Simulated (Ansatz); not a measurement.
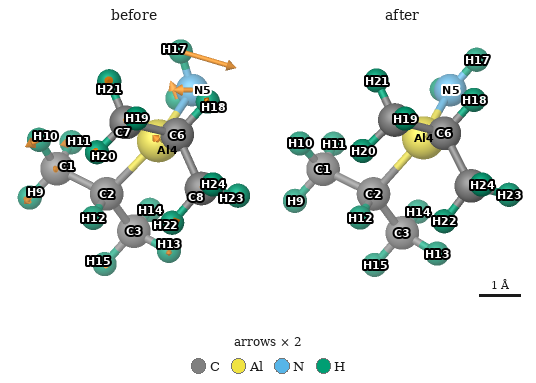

The structure of C6H16AlN (coarse preliminary run) before (left) and after (right) a relaxation, at one scale. The orange arrows give the displacements, 2 times their true length.

Style: ball-and-stick. Shown from a free direction.

The start comes from a force field.

Method: Ansatz, RKS PBE-D4/def2-SVP. Set-up: force threshold 0.03 eV/Å; at most 200 steps.

> Describe what moved and what it gained.

After 7 accepted moves (8 points after the start) the energy has fallen by 82.3 kJ/mol. Largest force component: 3.6 eV/Å at the start, 0.027 eV/Å at the end. The line search rejected the trial step at point 4 of the run. The forces were under the threshold at step 6, but the run went on from there. An H atom moves most after the best rigid fit: 0.73 Å. Largest moves by element: H 0.73 Å, N 0.26 Å, Al 0.12 Å, C 0.08 Å. Near-neighbour distances that change, for instance: Al–N 1.917 → 1.793 Å, C–H 1.041 → 1.113 Å, Al–C 2.053 → 1.991 Å, Al–C 1.936 → 1.993 Å. Bond angles that change, for instance: Al–N–H 106.5° → 125.0°, Al–N–H 110.5° → 125.6°, H–C–H 113.5° → 107.0°. The run took about 13 s of wall time on a shared GPU.
